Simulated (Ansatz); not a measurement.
# One shape, several levels: NH+ (SMILES [NH+])

We compute a comparison of 6 runs (UHF/3-21G, UBLYP/3-21G, UHSE06/6-311G**, UPBE0/6-311G**, UCCSD(T)/3-21G, UCCSD(T)/6-311G**) of NH+. 

Program for the calculation: Ansatz 0.2.0.

8 further runs of the same task are left out: 2 that didn't finish, 6 set aside as unsound or not needed.

## 1. The structure to begin with

NH+: 2 atoms, total charge +1, spin state doublet. SMILES: `[NH+]`. The H2–N1 distance was set to 1.639 Å, away from the relaxed value.

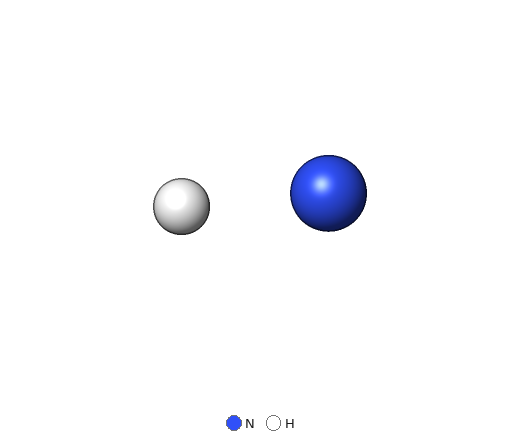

The structure, seen from a chosen angle (nitrogen blue, hydrogen white).

## 2. The energy at UHF/3-21G (run 1)

Input file input.yaml:

```yaml
crystal:
  periodic: [false, false, false]
  atoms:
    - {symbol: "N", position_ang: [0.000000, 0.000000, -0.546350]}
    - {symbol: H, position_ang: [0.000000, 0.000000, 1.092650]}
basis:
  gaussian: {orbitals: 3-21G.json}
total_charge: 1
magnetization: {spin_polarized: true, initial_magnetization: 1}
hamiltonian: {xc: hf}
accuracy: high
```

The basis set 3-21G is read from a file made from the Basis Set Exchange's data (not shown).

Started as:

```
$ ansatz run input.yaml --threads 1 --pin off --max-ram 2610MiB --events-out events.jsonl --progress --plain --runs-dir runs
```

The log of the run:

```text
Warning: RAYON_NUM_THREADS=1 ignored (pool sized by the plan → 1); use --threads N
Functional definition: HF
  name "HF"
  exchange = exact_x
  correlation = 0
208 factors; integrals over basis functions are off by at most 1.2e-8 eV
mean field evaluation 1: about -1472.3790 eV, gradient 6.4e0 eV
mean field evaluation 2: about -1472.3795 eV, gradient 6.3e0 eV
mean field evaluation 4: about -1472.6666 eV, gradient 1.0e0 eV
mean field evaluation 8: about -1472.2737 eV, gradient 2.7e0 eV
mean field evaluation 16: about -1472.8825 eV, gradient 4.3e-5 eV
mean field evaluation 32: about -1473.1863 eV, gradient 2.2e-8 eV
mean field evaluation 64: about -1473.1285 eV, gradient 3.5e-2 eV
mean field evaluation 96: about -1472.1624 eV, gradient 7.4e0 eV
mean field evaluation 128: about -1472.6110 eV, gradient 1.8e-1 eV
mean field evaluation 160: about -1472.6662 eV, gradient 9.9e-1 eV
mean field -1473.18631471 eV, -54.1385985041 hartree, gradient 2.0e-8 eV, S^2 1.587566; 7 other end points of the search recorded, 0 dependent functions left out
reference -1473.18631471 eV, -54.1385985041 hartree; 4, 3 occupied and 7, 8 virtual orbitals, 208 factors
Total energy: -1473.18631471 eV, -54.1385985041 hartree
```

It took 0.12 s on 1 thread of Arm Neoverse V1, shared host.

## 3. The energy at UBLYP/3-21G (run 2)

Input file run.yaml:

```yaml
crystal:
  periodic: [false, false, false]
  atoms:
    - {symbol: "N", position_ang: [0.000000, 0.000000, -0.546350]}
    - {symbol: H, position_ang: [0.000000, 0.000000, 1.092650]}
basis:
  gaussian: {orbitals: 3-21G.json}
total_charge: 1
magnetization: {spin_polarized: true, initial_magnetization: 1}
hamiltonian: {xc: {name: BLYP}}
accuracy: high
```

The basis set 3-21G is read from a file made from the Basis Set Exchange's data (not shown).

Started as:

```
$ ansatz run run.yaml --threads 1 --pin off --max-ram 2610MiB --events-out events.jsonl --progress --plain --runs-dir runs
```

The log of the run, cut to the lines that bear on the results:

```text
Warning: RAYON_NUM_THREADS=1 ignored (pool sized by the plan → 1); use --threads N
Functional definition: BLYP
  name "BLYP"
[...]
208 factors; integrals over basis functions are off by at most 1.2e-8 eV
[...]
mean field -1479.53303903 eV, -54.3718363207 hartree, gradient 7.7e-8 eV, S^2 1.261749; 14 other end points of the search recorded, 0 dependent functions left out
reference -1479.53306134 eV, -54.3718371407 hartree; 4, 3 occupied and 7, 8 virtual orbitals, 208 factors
Total energy: -1479.53306134 eV, -54.3718371407 hartree
```

Run time: 1.7 s. Hardware: 1 thread of Arm Neoverse V1, shared host.

Runs 3 to 5 aren't shown in full; the table further down has their settings and results.

## 4. A single-point energy at UCCSD(T)/6-311G(d,p) (run 6)

Input file in.yaml:

```yaml
basis:
  gaussian:
    orbitals: 6-311G_st__st_.json
crystal:
  periodic: [false, false, false]
  atoms:
    - {symbol: N, position_ang: [0.000000, 0.000000, -0.546350]}
    - {symbol: H, position_ang: [0.000000, 0.000000, 1.092650]}
total_charge: 1
magnetization:
  spin_polarized: true
  initial_magnetization: 1
correlation:
  method: ccsd_t
  frozen_orbitals: {H: 0, "N": 1}
accuracy: high
scf:
  omitted_lower_state_checks: [cluster_reference, increment]
```

The basis set 6-311G** is read from a file made from the Basis Set Exchange's data (not shown).

Started as:

```
$ ansatz run in.yaml --threads 1 --pin off --max-ram 2610MiB --events-out events.jsonl --progress --plain --runs-dir runs
```

The log of the run:

```text
Warning: RAYON_NUM_THREADS=1 ignored (pool sized by the plan → 1); use --threads N
[... 20 lines left out ...]
1 core orbitals not correlated: weight in the atoms' cores, before any rotation towards them, 1.000 or more for the frozen orbitals, at most 0.000 for the correlated occupied ones
[... 46 lines left out ...]
Total energy: -1484.59494850 eV, -54.5578580627 hartree
Checks for a lower state left out: cluster_reference, increment
```

It took 0.85 s on 1 thread of Arm Neoverse V1, shared host.

## 5. Overview of the runs

| run | level | frozen core orbitals | energy (Eh) | ⟨S²⟩ | wall time |
| --- | --- | --- | --- | --- | --- |
| 1 | UHF/3-21G | – | -54.138599 | 1.588 | 0.12 s |
| 2 | UBLYP/3-21G | – | -54.371837 | 1.262 | 1.7 s |
| 3 | UHSE06/6-311G** | – | -54.608937 | 1.364 | 2.4 s |
| 4 | UPBE0/6-311G** | – | -54.611640 | 1.365 | 1.7 s |
| 5 | UCCSD(T)/3-21G | 1 | -54.223304 | 1.588 | 0.4 s |
| 6 | UCCSD(T)/6-311G** | 1 | -54.557858 | 1.677 | 0.85 s |

## 6. What came out

```
                                         quantity         value
                              run 6: total energy  -54.55786 Eh
run 6: correlation energy (1 core orbital frozen)    -117.6 mEh
                            run 6: (T) correction     -5.05 mEh
         run 6: ⟨S²⟩ of the reference determinant         1.677
                             run 6: T1 diagnostic         0.190
```

In words: Totals of different functionals can't be ranked against each other. Spin contamination of the reference: run 6 ⟨S²⟩ = 1.68, run 1 ⟨S²⟩ = 1.59, run 5 ⟨S²⟩ = 1.59, run 4 ⟨S²⟩ = 1.37, run 3 ⟨S²⟩ = 1.36, run 2 ⟨S²⟩ = 1.26. Where it is this large, the reference is a mixture of spin states, and values that rest on it are in doubt. All runs together took 7.1 s, the longest 2.4 s.
